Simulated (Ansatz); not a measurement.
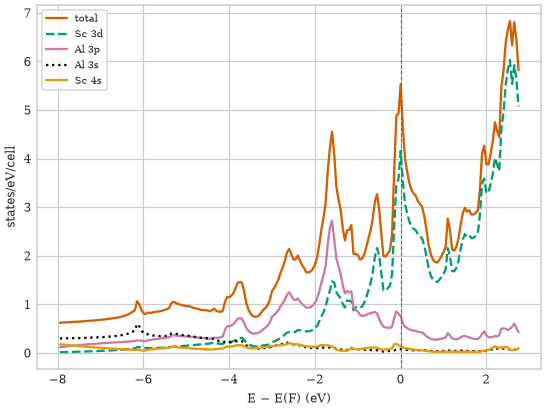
Total and projected density of states of ScAl in space group Cmcm (No. 63; Sc on 4c, Al on 4c), r²SCAN in the plane-wave PAW code Ansatz

Question: Which orbitals carry the states next to the Fermi level?

Answer: Within 0.5 eV of the Fermi level: Sc 3d 73 %, Al 3p 17 %. Projections are on Löwdin-orthogonalised atomic valence shells; empty p or d shells of many metals are not among them.

The first step of the workflow began from a Materials Project structure, measured or hypothetical; the Crystallography Open Database copy checked does not list it. Its standing as an ambient phase is unchecked. The cell was relaxed with r²SCAN under the symmetry of its start; whether a distortion lowers the energy is not shown. No spin polarisation was allowed.

Potentials: the later of the program's two PAW sets.
